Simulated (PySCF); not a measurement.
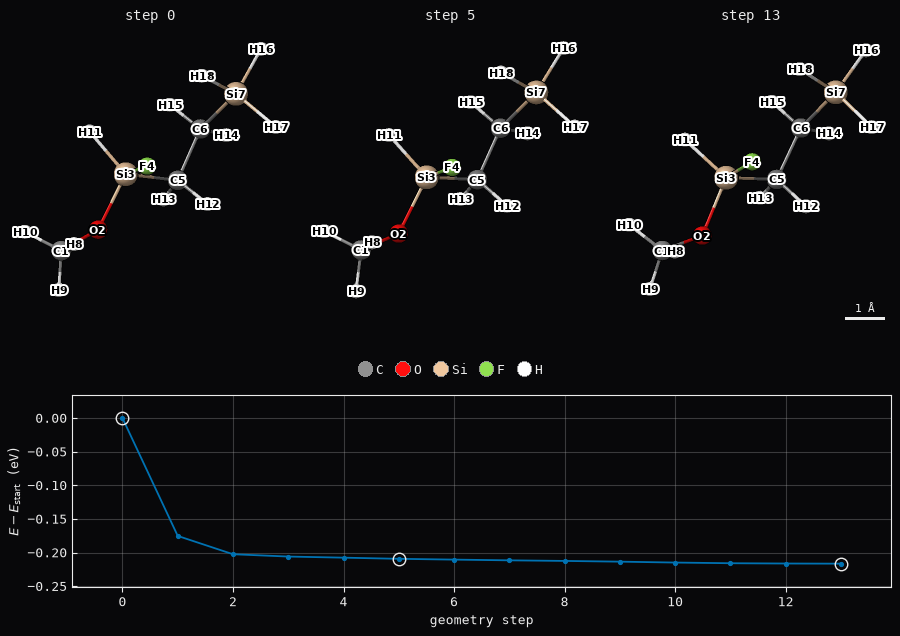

Frames of a relaxation of C3H11FOSi2, marked on the history of the run. The picture is a ball-and-stick view, seen from a free direction.

The start comes from GFN2-xTB. Its atoms were then displaced at random by about 0.01 Å.

Theory: PBE0-D3(BJ)/def2-SVP geometry optimisation, gas phase (PySCF). 

**Describe the path.**

The atom that moves furthest after the best rigid fit is H11 (0.28 Å). Largest moves by element: H 0.28 Å, O 0.22 Å, F 0.21 Å, Si 0.10 Å, C 0.07 Å. Near-neighbour distances that change, for instance: C1–H9 1.053 → 1.100 Å, C5–H13 1.071 → 1.104 Å, Si7–H18 1.460 → 1.493 Å, C5–H12 1.080 → 1.105 Å. Bond angles that change, for instance: F4–Si3–C5 113.0° → 108.5°, C1–O2–Si3 130.1° → 126.0°, H9–C1–H10 111.8° → 108.0°. Groups turn about C1–O2 by about 25°. After 13 geometry steps the energy has fallen by 0.217 eV. From step 0 to 5: F4 moves most (0.14 Å), energy −0.209 eV. From step 5 to 13: H10 moves most (0.26 Å), energy −0.007 eV.
